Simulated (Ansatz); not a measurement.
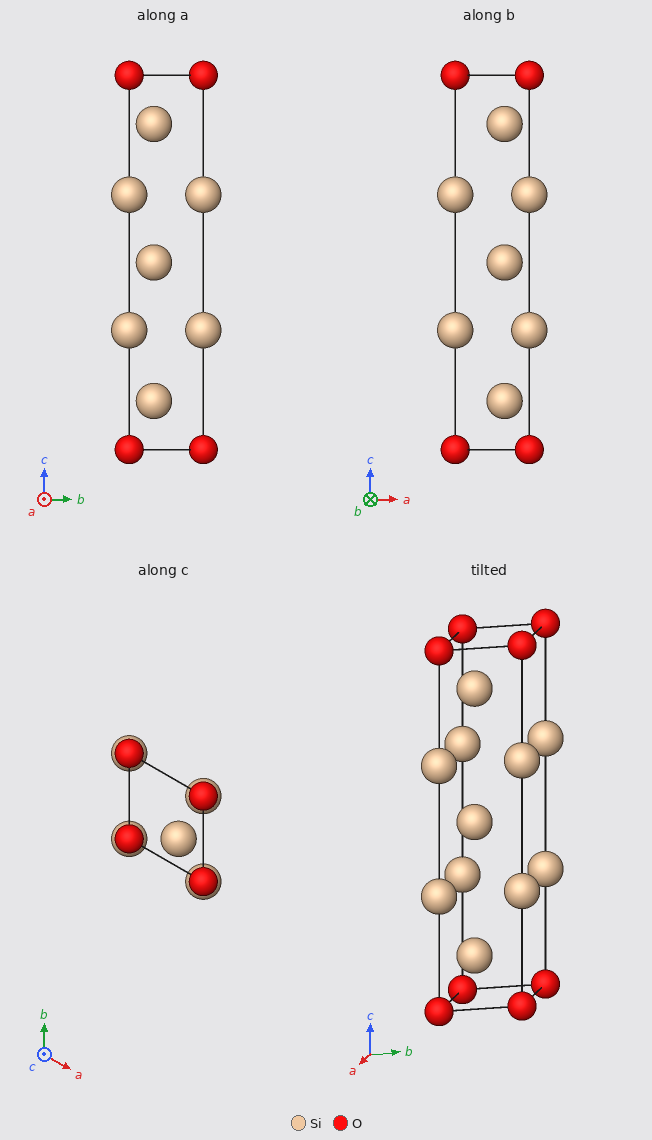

The figure gives a spheres-only picture of the atoms, viewed along the a axis, along the b axis, along the c axis and slightly off an axis. The lines enclose the conventional unit cell; boundary atoms appear with their images.

Lattice parameters: a = 2.733 Å, b = 2.733 Å, c = 11.957 Å, α = 90.00°, β = 90.00°, γ = 120.00°. Put a along x and b in the xy plane.

Q: Turn the picture into a POSCAR file, with free fractional coordinates to two decimals.

A:
```
Si O
1.0
     2.733    0.000    0.000
    -1.366    2.367    0.000
     0.000    0.000   11.957
Si O
5 1
Direct
  0.6667 0.3333 0.87
  0.00 0.00 0.68
  0.6667 0.3333 0.50
  0.00 0.00 0.32
  0.6667 0.3333 0.13
  0.00 0.00 0.00
```

Provenance: a structure type filled with these elements by a generator (whether the compound takes this form wasn't checked). This is the structure after a relaxation with DFT PBE, scalar-relativistic, plane waves, PAW (Ansatz 0.2.0).
